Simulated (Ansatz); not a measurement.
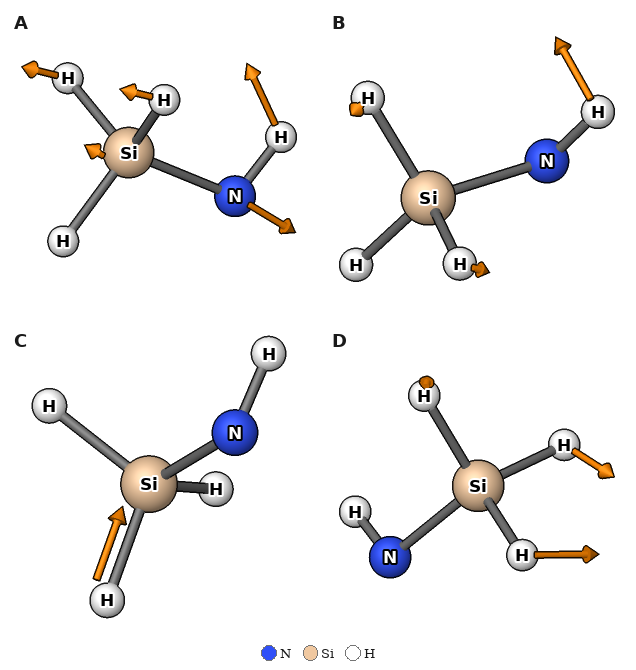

4 normal modes of one molecule or complex, as arrows. Charge 0, doublet. Harmonic vibrations computed with UKS PBE0-D4/def2-TZVP (Ansatz 0.2.0) at a stationary point of the same level.

**Match the panels to the wavenumbers 42 cm⁻¹, 765 cm⁻¹, 948 cm⁻¹, 2256 cm⁻¹.**

A: 765 cm⁻¹
B: 42 cm⁻¹
C: 2256 cm⁻¹, Si–H stretching
D: 948 cm⁻¹, H–Si–H bending
